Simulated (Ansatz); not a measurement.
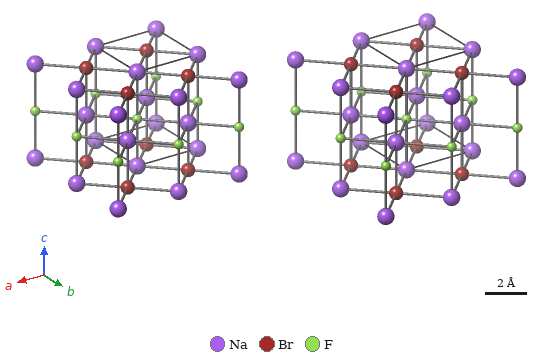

Two geometries of solid Na₂BrF (a generated structure, set up in P4/mmm) (coarse preliminary run), drawn at one scale. One is the start of a relaxation, the other its converged end. Style: ball-and-stick. Shown: the cell of the calculation, repeated 2 × 2 × 1 with one cell outlined, from a free direction.

Method: DFT PBE, scalar-relativistic, plane waves, PAW (Ansatz). Settings: plane-wave cutoff 420 eV; k-point mesh 6 × 6 × 4; occupations gaussian; smearing width 0.1 eV; no spin polarisation; cell and atoms relaxed; force threshold 0.05 eV/Å; at most 80 steps.

> Which geometry has the lower energy?

The right one is the relaxed one. The atoms keep their places relative to the cell (all moves are under 0.005 Å). The volume changes by +27.5 %, with a = b 3.611 → 3.930 Å (+8.8 %), c 5.107 → 5.496 Å (+7.6 %). Among the contacts that change: Br–Na 2.553 → 2.779 Å, F–Na 2.553 → 2.779 Å, F–Na 2.553 → 2.748 Å, Br–Na 2.553 → 2.748 Å. The space group stays P4/mmm (No. 123). Over 4 accepted moves (6 points after the start) the energy falls by 138 meV per atom. All forces vanish by symmetry, so only the cell relaxes. The pressure goes from 11.44 to 0.39 GPa. The SCF was repeated twice at an unchanged geometry on a basis and grid sized afresh for the cell, which shifted the energy by 15.9 meV per atom at most. The run took roughly 20 core-seconds on a shared host.
